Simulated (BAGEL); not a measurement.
**RI-MP2/6-31G(d) (density fitting with qzvpp-jkfit, spherical functions) run of CH6ClNSi (SMILES C[SiH](N)Cl)**

Aim: the energy change on altering one bond length of CH6ClNSi at RI-MP2/6-31G* (density fitting with qzvpp-jkfit, spherical functions), from 2 runs. 

The calculation is run with BAGEL 1.2.2.

6 further runs of the same task are left out: 5 that didn't finish, 1 set aside as unsound or not needed. Runs told in other sessions of the task aren't counted.

## (1) The system as given

The species is CH6ClNSi (10 atoms), meant as a singlet with charge 0. As SMILES, `C[SiH](N)Cl`. The coordinates come from a PBE0-D4/def2-TZVP relaxation. This is one conformer, not always the lowest.

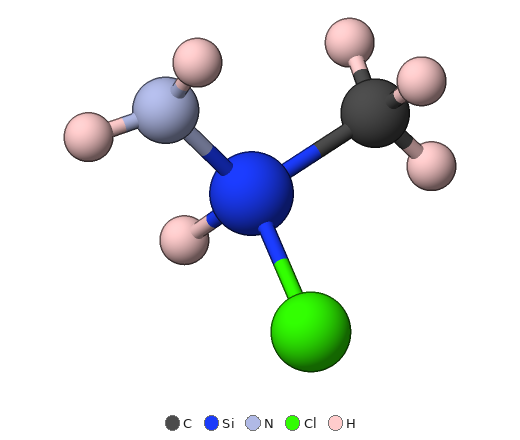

Viewed from a chosen angle; carbon dark grey, silicon blue, nitrogen light blue, chlorine green, hydrogen pink.

## (2) A single-point energy at RI-MP2/6-31G(d) (density fitting with qzvpp-jkfit, spherical functions)

Contents of job.json:

```json
{ "bagel": [

{
  "title": "molecule",
  "basis": "6-31gs.json",
  "df_basis": "qzvpp-jkfit",
  "angstrom": "true",
  "geometry": [
    { "atom": "C", "xyz": [      -0.924300,       0.960300,      -0.429600 ] },
    { "atom": "Si", "xyz": [      -0.055600,      -0.637600,      -0.073400 ] },
    { "atom": "N", "xyz": [       1.200800,      -0.379200,       1.050800 ] },
    { "atom": "Cl", "xyz": [       0.594900,      -1.392500,      -1.900800 ] },
    { "atom": "H", "xyz": [      -1.720000,       0.809500,      -1.161600 ] },
    { "atom": "H", "xyz": [      -1.359500,       1.369700,       0.485000 ] },
    { "atom": "H", "xyz": [      -0.226900,       1.694300,      -0.841400 ] },
    { "atom": "H", "xyz": [      -0.936500,      -1.689500,       0.482600 ] },
    { "atom": "H", "xyz": [       1.847500,       0.382600,       0.917600 ] },
    { "atom": "H", "xyz": [       1.662700,      -1.168700,       1.473800 ] }
  ]
},

{
  "title": "hf"
},

{
  "title": "mp2",
  "ncore": 12
}

]}
```

The basis set 6-31G* is read from a file made from the Basis Set Exchange's data (not shown).

Command:

```sh
BAGEL_NUM_THREADS=1 BAGEL job.json > job.out
```

The program printed:

```text
* using 1 threads per process

  ===============================================================
  ===============================================================

  *** Geometry ***

  { "atom" : "C", "xyz" : [     -1.746674,      1.814704,     -0.811826 ] },
  { "atom" : "Si", "xyz" : [     -0.105069,     -1.204889,     -0.138706 ] },
  { "atom" : "N", "xyz" : [      2.269183,     -0.716584,      1.985724 ] },
  { "atom" : "Cl", "xyz" : [      1.124198,     -2.631444,     -3.591991 ] },
  { "atom" : "H", "xyz" : [     -3.250329,      1.529733,     -2.195106 ] },
  { "atom" : "H", "xyz" : [     -2.569083,      2.588358,      0.916517 ] },
  { "atom" : "H", "xyz" : [     -0.428779,      3.201763,     -1.590016 ] },
  { "atom" : "H", "xyz" : [     -1.769729,     -3.192692,      0.911982 ] },
  { "atom" : "H", "xyz" : [      3.491269,      0.723009,      1.734013 ] },
  { "atom" : "H", "xyz" : [      3.142048,     -2.208523,      2.785078 ] },

  Number of auxiliary basis functions:      516

  Since a DF basis is specified, we compute 2- and 3-index integrals:
    o Being stored without compression. Storage requirement is 0.024 GB

  Number of basis functions:       76
  Number of electrons      :       50

    * METHOD: MOLECULE                             0.24

  *** RHF ***

  === Nuclear Repulsion ===
   222.1459967227

      * DIIS with orbital gradients will be used.

  === RHF iteration (6-31gs.json) ===
      0       -844.11936927          0.01881517           0.06
      1       -844.25753502          0.00942917           0.05
      2       -844.29678840          0.00151142           0.05
      3       -844.29807261          0.00035514           0.05
      4       -844.29815826          0.00005934           0.06
      5       -844.29816134          0.00001297           0.05
      6       -844.29816155          0.00000466           0.06
      7       -844.29816158          0.00000135           0.06
      8       -844.29816158          0.00000036           0.05
      9       -844.29816158          0.00000013           0.06
     10       -844.29816158          0.00000006           0.05
     11       -844.29816158          0.00000001           0.06
     12       -844.29816158          0.00000000           0.05
    * SCF iteration converged.

    * Permanent dipole moment:
           (   -0.176114,    -0.521061,    -0.756525) a.u.

    * METHOD: HF                                   0.89

  *** RHF ***

  === Nuclear Repulsion ===
   222.1459967227

      * DIIS with orbital gradients will be used.

  === RHF iteration (6-31gs.json) ===
      0       -844.29816158          0.00000000           0.05
    * SCF iteration converged.

    * Permanent dipole moment:
           (   -0.176114,    -0.521061,    -0.756525) a.u.

  === DF-MP2 calculation ===

    * freezing 12 orbitals
    * 3-index integral transformation done
    * assembly done

      MP2 correlation energy:   -0.4982432102      0.03

      MP2 total energy:       -844.7964047883

    * METHOD: MP2                                  0.15

  ===============================================================
```

Run time: 1.5 s. Hardware: 1 thread of AMD EPYC 9B14 (Zen 4), shared host.

## (3) The distorted shape at the same level

Contents of calc.json:

```json
{ "bagel" : [

{
  "title" : "molecule",
  "basis" : "6-31gs.json",
  "df_basis" : "qzvpp-jkfit",
  "angstrom" : "true",
  "geometry" : [
    { "atom" : "C", "xyz" : [      -1.021887,       1.073549,      -0.155457 ] },
    { "atom" : "Si", "xyz" : [      -0.153187,      -0.524351,       0.200743 ] },
    { "atom" : "N", "xyz" : [       1.103213,      -0.265951,       1.324943 ] },
    { "atom" : "Cl", "xyz" : [       0.594900,      -1.392500,      -1.900800 ] },
    { "atom" : "H", "xyz" : [      -1.817587,       0.922749,      -0.887457 ] },
    { "atom" : "H", "xyz" : [      -1.457087,       1.482949,       0.759143 ] },
    { "atom" : "H", "xyz" : [      -0.324487,       1.807549,      -0.567257 ] },
    { "atom" : "H", "xyz" : [      -1.034087,      -1.576251,       0.756743 ] },
    { "atom" : "H", "xyz" : [       1.749913,       0.495849,       1.191743 ] },
    { "atom" : "H", "xyz" : [       1.565113,      -1.055451,       1.747943 ] }
  ]
},

{ "title" : "hf" },

{ "title" : "mp2", "ncore" : 12 }

]}
```

The basis set 6-31G* is read from a file made from the Basis Set Exchange's data (not shown).

Command:

```sh
BAGEL_NUM_THREADS=1 BAGEL calc.json > calc.out
```

The program printed:

```text
* using 1 threads per process

  ===============================================================
  ===============================================================

  *** Geometry ***

  { "atom" : "C", "xyz" : [     -1.931087,      2.028714,     -0.293771 ] },
  { "atom" : "Si", "xyz" : [     -0.289481,     -0.990880,      0.379349 ] },
  { "atom" : "N", "xyz" : [      2.084770,     -0.502575,      2.503779 ] },
  { "atom" : "Cl", "xyz" : [      1.124198,     -2.631444,     -3.591991 ] },
  { "atom" : "H", "xyz" : [     -3.434742,      1.743743,     -1.677051 ] },
  { "atom" : "H", "xyz" : [     -2.753495,      2.802367,      1.434572 ] },
  { "atom" : "H", "xyz" : [     -0.613192,      3.415773,     -1.071960 ] },
  { "atom" : "H", "xyz" : [     -1.954141,     -2.978683,      1.430037 ] },
  { "atom" : "H", "xyz" : [      3.306856,      0.937019,      2.252068 ] },
  { "atom" : "H", "xyz" : [      2.957635,     -1.994513,      3.303134 ] },

  Number of auxiliary basis functions:      516

  Since a DF basis is specified, we compute 2- and 3-index integrals:
    o Being stored without compression. Storage requirement is 0.024 GB

  Number of basis functions:       76
  Number of electrons      :       50

    * METHOD: MOLECULE                             0.24

  *** RHF ***

  === Nuclear Repulsion ===
   210.2888183476

      * DIIS with orbital gradients will be used.

  === RHF iteration (6-31gs.json) ===
      0       -844.09154884          0.01881995           0.06
      1       -844.23703086          0.00951782           0.06
      2       -844.27810437          0.00153522           0.05
      3       -844.27944536          0.00038570           0.05
      4       -844.27955635          0.00006444           0.05
      5       -844.27956110          0.00001430           0.05
      6       -844.27956148          0.00000509           0.06
      7       -844.27956153          0.00000166           0.05
      8       -844.27956153          0.00000048           0.05
      9       -844.27956153          0.00000016           0.05
     10       -844.27956153          0.00000007           0.05
     11       -844.27956153          0.00000002           0.05
     12       -844.27956153          0.00000000           0.05
    * SCF iteration converged.

    * Permanent dipole moment:
           (    0.046977,    -0.827329,    -1.413650) a.u.

    * METHOD: HF                                   0.88

  *** RHF ***

  === Nuclear Repulsion ===
   210.2888183476

      * DIIS with orbital gradients will be used.

  === RHF iteration (6-31gs.json) ===
      0       -844.27956153          0.00000000           0.05
    * SCF iteration converged.

    * Permanent dipole moment:
           (    0.046977,    -0.827329,    -1.413649) a.u.

  === DF-MP2 calculation ===

    * freezing 12 orbitals
    * 3-index integral transformation done
    * assembly done

      MP2 correlation energy:   -0.4981406682      0.02

      MP2 total energy:       -844.7777022011

    * METHOD: MP2                                  0.15

  ===============================================================
```

It took 1.5 s on 1 thread of AMD EPYC 9B14 (Zen 4), shared host.

## (4) What came out

Level: RI-MP2/6-31G* (density fitting with qzvpp-jkfit, spherical functions), 12 core orbitals frozen.

| quantity | value |
| --- | --- |
| first shape: total energy | -844.79640 Eh |
| first shape: correlation energy (12 core orbitals frozen) | -498.2 mEh |
| distorted shape: total energy | -844.77770 Eh |
| distorted shape: correlation energy (12 core orbitals frozen) | -498.1 mEh |
| energy change with the Si2–Cl4 bond stretched from 2.081 to 2.394 Å | 0.509 eV |

What this shows: With the Si2–Cl4 bond stretched from 2.081 to 2.394 Å the energy rises by 0.51 eV (11.7 kcal/mol). The first shape isn't relaxed at this level, so the change isn't measured from a minimum.
